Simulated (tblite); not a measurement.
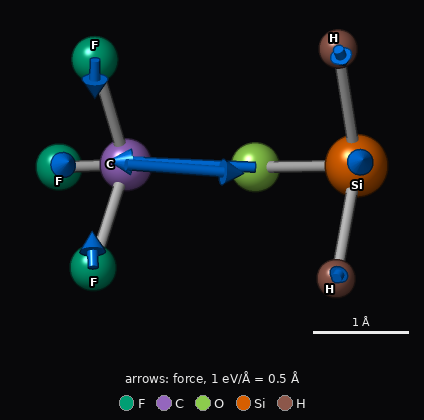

Starting geometry of CH2F3OSi (multiplicity 2) with the computed forces as blue arrows. The picture is a ball-and-stick view, seen at a tilt.

Computed with GFN2-xTB geometry optimisation, gas phase in tblite. 

What follows when this structure is relaxed?

Answer. It isn't relaxed: the largest force vector, on the O atom, is 3.15 eV/Å. The final displacements follow the starting forces only in part (cosine between the two patterns 0.49). The energy falls by 5.79 kcal/mol in 25 geometry steps. The largest move after the best rigid fit is that of the O atom, 0.11 Å. By element the largest moves are O 0.11 Å, H 0.09 Å, F 0.08 Å, Si 0.07 Å, C 0.03 Å. Among the contacts that change: C–O 1.395 → 1.290 Å, H–Si 1.490 → 1.452 Å, O–Si 1.647 → 1.679 Å, C–F 1.337 → 1.332 Å. Bond angles that change, for instance: H–Si–H 109.1° → 118.3°, C–O–Si 117.7° → 123.1°, F–C–F 108.6° → 104.7°.
